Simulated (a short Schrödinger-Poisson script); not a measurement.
System: MOS inversion layer, SiO2 on p-type Si(100), at 300 K.

```
layer  material  thickness (nm)  Na (cm⁻³)
-----  --------  --------------  ---------
1          SiO2             3.4          -
2            Si            1400     8.9e16
```

Constants are typed, rounded textbook-type inputs, not results; the design itself was drawn at random and stands for no fabricated device. SiO2: permittivity 3.9, conduction-band edge (eV) 3.15, gap (eV) 9, electron mass (mₑ) 0.5. Si: permittivity 11.7, conduction-band edge (eV) 0, gap (eV) 1.124, Nv at 300 K (cm⁻³) 3.1e19.

Channel valleys (confinement mass, in-plane density-of-states mass, number): Δ2 0.916, 0.19, 2; Δ4 0.19, 0.417, 4. At the gate the conduction-band edge of layer 1 lies 3.52 eV − eVg above the Fermi level of the channel; the field vanishes at the back. Gaps are held at their typed values at every temperature. Mesh 0.03 nm at interfaces.

Solved with a short Schrödinger-Poisson script written for these runs: 1D Poisson equation in equilibrium, electrons quantum, Hartree (BenDaniel-Duke, 12 states a valley, the channel's in-plane mass for all, wave functions ending at the dielectric), parabolic valleys, classical holes, full ionisation, no traps, pinning or gate leakage.

Only gate voltages with over 1e8 electrons/cm² are shown.

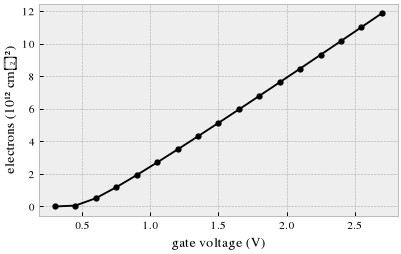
Figure. Sheet density against gate voltage

| Vg (V) | electrons (cm⁻²) | C (μF/cm²) | Δ2 E0 (meV) | Δ2 E1 (meV) | Δ4 E0 (meV) | Δ4 E1 (meV) |
|---|---|---|---|---|---|---|
| 0.3 | 4.65e8 | 0.0936 | 262.0 | 296.6 | 293.9 | 351.5 |
| 0.6 | 5.06e11 | 0.670 | 75.6 | 117.9 | 115.0 | 180.2 |
| 0.9 | 1.93e12 | 0.818 | 33.5 | 87.0 | 83.9 | 155.4 |
| 1.2 | 3.50e12 | 0.859 | 11.5 | 74.6 | 71.5 | 147.2 |
| 1.5 | 5.13e12 | 0.880 | -4.3 | 67.1 | 64.0 | 143.0 |
| 1.8 | 6.79e12 | 0.892 | -17.4 | 61.6 | 58.5 | 140.2 |
| 2.1 | 8.47e12 | 0.901 | -28.8 | 57.2 | 54.2 | 138.2 |
| 2.4 | 1.02e13 | 0.907 | -39.3 | 53.4 | 50.4 | 136.6 |
| 2.7 | 1.19e13 | 0.912 | -49.1 | 50.1 | 47.0 | 135.4 |

Subbands count from the Fermi level.
